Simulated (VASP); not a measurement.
Band structure of ZnF₂ (space group P4_2/mnm). Method: modified Becke-Johnson potential (mBJ), VASP's PBE PAW potentials (set 64) (plane waves; VASP 6.6.1).

mBJ is a potential without an energy functional, so only the levels count.

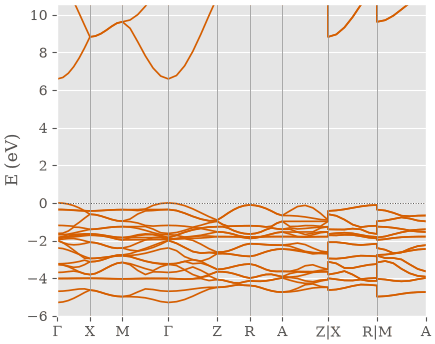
Bands along high-symmetry lines, zero at the valence-band maximum or, without a gap, the Fermi level

Q: Read the plot: is there a gap, and where are the band edges?

A: The gap is direct, 6.59 eV, from the valence maximum at Γ to the conduction minimum at Γ.

The structure comes from a computed database's ZnF2 entry (P4_2/mnm); how it stands against other phases isn't given here. It was relaxed first, which changed the volume by +6 %. The cell's shape comes from a PBE relaxation.
